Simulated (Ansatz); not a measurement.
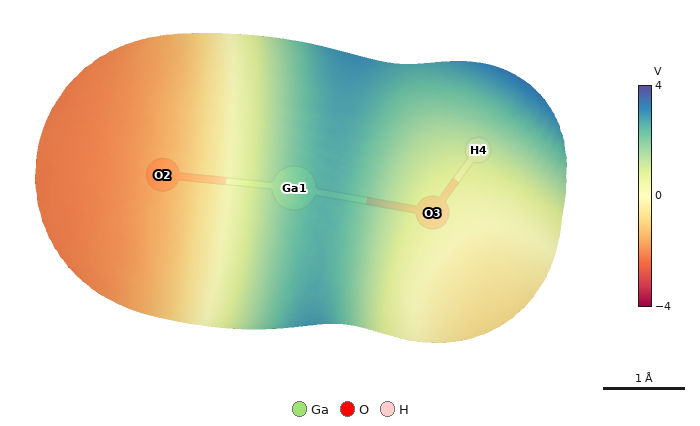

The picture shows: GaHO₂. The molecular electrostatic potential painted on the density surface at 0.002 e/bohr³, seen across its widest extent; red is negative and blue positive.

Geometry: B3LYP-D4/def2-TZVP.

Method: Ansatz 0.2.0, RKS PBE0-D4/def2-TZVP.

### Describe the electrostatic potential map.

The most negative region (about −2.2 V) lies over O2, the most positive (about +3.3 V) over H4. O2 is the likeliest acceptor of a hydrogen bond.
